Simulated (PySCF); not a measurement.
# C2H5AlO (SMILES [CH3][Al]1[CH2][O]1) at 6 levels

Wanted: a comparison of 6 runs (HF/STO-3G, HF/def2-SVP, HF/6-31+G*, B3LYP/6-31G*, MP2/6-31G*) of C2H5AlO. Input form: a Python script.

Program for the calculation: PySCF 2.14.0.

1 further run of the same task is left out (it didn't finish).

**1. The molecule**

C2H5AlO: 9 atoms, total charge 0, spin state singlet. SMILES: `[CH3][Al]1[CH2][O]1`. The coordinates come from a PBE0-D4/def2-TZVP relaxation.

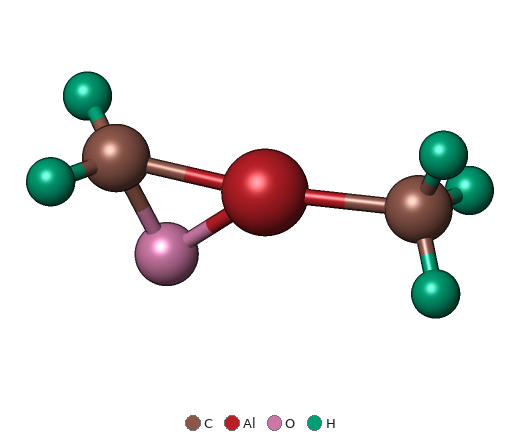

The structure, seen from a chosen angle (carbon brown, aluminium red, oxygen pink, hydrogen teal).

**2. Energy and gradient at HF/STO-3G (run 1)**

The input, input.py:

```python
import pyscf.grad
from pyscf import gto

mol = gto.Mole()
mol.atom = '''
C     -1.267817     2.494816    -2.043739
Al     0.096943    -0.144942     0.083526
C      1.282557    -2.419227     2.549807
O      1.491561    -3.041514    -0.185004
H      0.075022     2.976319    -3.537756
H     -1.701131     4.206530    -0.977933
H     -3.006932     1.845884    -2.951941
H      0.072754    -3.742603     3.567236
H      3.124095    -2.262758     3.463490
'''
mol.charge = 0
mol.unit = 'bohr'
mol.max_memory = 1860
mol.spin = 0
mol.basis = 'sto-3g'
mol.verbose = 4
mol.build()

hf = mol.RHF()
hf.conv_tol = 1e-10
hf.kernel()
if not hf.converged:
    hf = hf.newton().run(hf.mo_coeff, hf.mo_occ)

energy = hf.e_tot
print(f'total energy: {energy:.8f} hartree')
grad = hf.Gradients().kernel()
hf.analyze()
```

Command:

```bash
$ OMP_NUM_THREADS=1 python input.py
```

The program printed:

```text
PySCF version 2.14.0

[... 66 lines left out ...]
total energy: -390.54741660 hartree
[... 16 lines left out ...]
Two-electron Coulomb Energy =          335.937240975030988
[... 6 lines left out ...]
MO #4   energy= -10.9309789117915  occ= 2
[... 4 lines left out ...]
MO #9   energy= -1.159472889757    occ= 2
[... 4 lines left out ...]
MO #14  energy= -0.497432202343775 occ= 2
[... 4 lines left out ...]
MO #19  energy= -0.201338525292408 occ= 2
[... 4 lines left out ...]
MO #24  energy= 0.711719120420335  occ= 0
[... 4 lines left out ...]
MO #29  energy= 0.961493548625316  occ= 0
[... 41 lines left out ...]
Dipole moment(X, Y, Z, Debye): -1.55837,  3.19499, -0.33572
```

It took 3.6 s on 1 thread of Intel Xeon at 2.50GHz (Skylake/Cascade Lake), shared host; peak memory 0.12 GiB.

**3. Energy and forces at HF/def2-SVP (run 2)**

The input, run.py:

```python
from pyscf import gto

molecule = gto.M(
    atom='''
C   -0.670900   1.320200  -1.081500
Al   0.051300  -0.076700   0.044200
C    0.678700  -1.280200   1.349300
O    0.789300  -1.609500  -0.097900
H    0.039700   1.575000  -1.872100
H   -0.900200   2.226000  -0.517500
H   -1.591200   0.976800  -1.562100
H    0.038500  -1.980500   1.887700
H    1.653200  -1.197400   1.832800
''',
    verbose=4,
    basis='def2-svp',
    max_memory=1860,
    charge=0,
)

mf = molecule.RHF()
mf.conv_tol = 1e-10
mf.kernel()
if not mf.converged:
    mf = mf.newton().run(mf.mo_coeff, mf.mo_occ)

e_tot = mf.e_tot
print('E = %.10f Eh' % e_tot)
grad = mf.nuc_grad_method().kernel()
dip = mf.dip_moment()
pop, q = mf.mulliken_pop()
```

Command:

```bash
$ OMP_NUM_THREADS=1 python run.py
```

The program printed:

```text
PySCF version 2.14.0

[... 67 lines left out ...]
converged SCF energy = -395.19692544744
[... 12 lines left out ...]
Dipole moment(X, Y, Z, Debye): -1.65522,  3.41152, -0.01564
[... 95 lines left out ...]
charge of    8H =      0.04529
```

It took 11 s on 1 thread of Intel Xeon at 2.50GHz (Skylake/Cascade Lake), shared host; peak memory 0.17 GiB.

Runs 3 to 4 aren't shown in full; the table further down has their settings and results.

**4. Energy and gradient at B3LYP/6-31G(d) (Cartesian functions) (run 5)**

The input, input.py:

```python
import pyscf.grad
from pyscf import gto, dft

molecule = gto.M(
    atom='''
C     -1.267817     2.494816    -2.043739
Al     0.096943    -0.144942     0.083526
C      1.282557    -2.419227     2.549807
O      1.491561    -3.041514    -0.185004
H      0.075022     2.976319    -3.537756
H     -1.701131     4.206530    -0.977933
H     -3.006932     1.845884    -2.951941
H      0.072754    -3.742603     3.567236
H      3.124095    -2.262758     3.463490
''',
    basis='6-31g*',
    verbose=4,
    max_memory=1860,
    unit='bohr',
    cart=True,
)

ks = dft.RKS(molecule, xc='b3lyp')
ks.conv_tol = 1e-10
ks.grids.level = 5
ks.kernel()
if not ks.converged:
    ks = ks.newton().run(ks.mo_coeff, ks.mo_occ)

etot = ks.e_tot
print(f'total energy: {etot:.8f} hartree')
grad = ks.Gradients().kernel()
ks.analyze()
```

Command:

```bash
$ OMP_NUM_THREADS=1 python input.py
```

The program printed:

```text
PySCF version 2.14.0

[... 81 lines left out ...]
total energy: -396.85423780 hartree
[... 24 lines left out ...]
MO #4   energy= -10.1859808831885  occ= 2
[... 9 lines left out ...]
MO #14  energy= -0.416137624164281 occ= 2
[... 9 lines left out ...]
MO #24  energy= 0.126553343543098  occ= 0
[... 9 lines left out ...]
MO #34  energy= 0.43985631395755   occ= 0
[... 9 lines left out ...]
MO #44  energy= 0.877806583023286  occ= 0
[... 9 lines left out ...]
MO #54  energy= 1.22593627651274   occ= 0
[... 9 lines left out ...]
MO #64  energy= 2.14796150946047   occ= 0
[... 9 lines left out ...]
MO #74  energy= 4.23407141782897   occ= 0
[... 86 lines left out ...]
Dipole moment(X, Y, Z, Debye): -1.36844,  2.79557, -0.21890
```

It took 48 s on 1 thread of Intel Xeon at 2.50GHz (Skylake/Cascade Lake), shared host; peak memory 0.76 GiB.

**5. Energy and gradient at MP2/6-31G(d) (spherical functions) (run 6)**

The input, run.py:

```python
from pyscf import gto, scf, mp

mol = gto.M(
    atom='''
C   -0.670900   1.320200  -1.081500
Al   0.051300  -0.076700   0.044200
C    0.678700  -1.280200   1.349300
O    0.789300  -1.609500  -0.097900
H    0.039700   1.575000  -1.872100
H   -0.900200   2.226000  -0.517500
H   -1.591200   0.976800  -1.562100
H    0.038500  -1.980500   1.887700
H    1.653200  -1.197400   1.832800
''',
    charge=0,
    spin=0,
    basis='6-31g*',
    max_memory=1860,
    verbose=4,
)

mf = scf.RHF(mol)
mf.conv_tol = 1e-10
mf.kernel()
if not mf.converged:
    mf = mf.newton().run(mf.mo_coeff, mf.mo_occ)

pt = mp.MP2(mf, frozen=8).run()
e_tot = pt.e_tot
print('E(%s) = %.9f' % ('MP2', e_tot))
grad = pt.nuc_grad_method().kernel()
mf.analyze()
```

Command:

```bash
$ OMP_NUM_THREADS=1 python run.py
```

The program printed:

```text
PySCF version 2.14.0

[... 91 lines left out ...]
DFT Exchange-Correlation Energy =      -38.628382099901899
[... 11 lines left out ...]
MO #10  energy= -0.947991698300192 occ= 2
[... 9 lines left out ...]
MO #20  energy= 0.0830047678389798 occ= 0
[... 9 lines left out ...]
MO #30  energy= 0.412624051348136  occ= 0
[... 9 lines left out ...]
MO #40  energy= 0.880631812809808  occ= 0
[... 9 lines left out ...]
MO #50  energy= 1.31184233017698   occ= 0
[... 9 lines left out ...]
MO #60  energy= 2.28248133065442   occ= 0
[... 9 lines left out ...]
MO #70  energy= 3.19578051619357   occ= 0
[... 82 lines left out ...]
Dipole moment(X, Y, Z, Debye): -1.62558,  3.35067,  0.02289
```

Wall time 22 s (1 thread of Intel Xeon at 2.50GHz (Skylake/Cascade Lake), shared host); peak memory 0.33 GiB.

**6. Overview of the runs**

```
run                               level  integration grid  Cartesian functions  energy (Eh)  dipole moment (D) of the reference  HOMO energy (eV)  LUMO energy (eV)  wall time
  1                           HF/STO-3G                 –                   no  -390.547417                                3.57             -5.48              9.00      3.6 s
  2                         HF/def2-SVP                 –                   no  -395.196925                                3.79             -9.12              2.28       11 s
  3    HF/6-31+G* (spherical functions)                 –                   no  -395.379923                                3.86             -9.15              0.94       21 s
  4  B3LYP/6-31G* (spherical functions)                 5                   no  -396.849979                                3.12             -5.79             -0.60       46 s
  5  B3LYP/6-31G* (Cartesian functions)                 5                  yes  -396.854238                                3.12             -5.79             -0.61       48 s
  6    MP2/6-31G* (spherical functions)                 –                   no  -395.867410                                3.72             -9.00              2.26       22 s
```

**7. Results**

| quantity | value |
| --- | --- |
| run 6: total energy | -395.86741 Eh |
| run 6: dipole moment (Hartree–Fock density) | 3.72 D |
| run 6: HOMO energy (Hartree–Fock orbitals) | -9.00 eV |
| run 6: LUMO energy (Hartree–Fock orbitals) | 2.26 eV |
| run 6: HOMO–LUMO gap (Hartree–Fock orbitals) | 11.26 eV |
| run 6: correlation energy (8 core orbitals frozen) | -494.1 mEh |
| run 6: largest force on an atom | 1.032 eV/Å |

What this shows: Over runs 1, 2, 3, 4, 5 the dipole moment (its size) runs from 3.12 D (B3LYP/6-31G*) to 3.86 D (HF/6-31+G*). The two ends differ in method and basis. Over runs 1, 2, 3, 4, 5 the HOMO–LUMO gap runs from 5.19 eV (B3LYP/6-31G*) to 14.48 eV (HF/STO-3G). In run 1 the basis is minimal, so the values are rough. All runs together took 2.5 min, the longest 48 s.
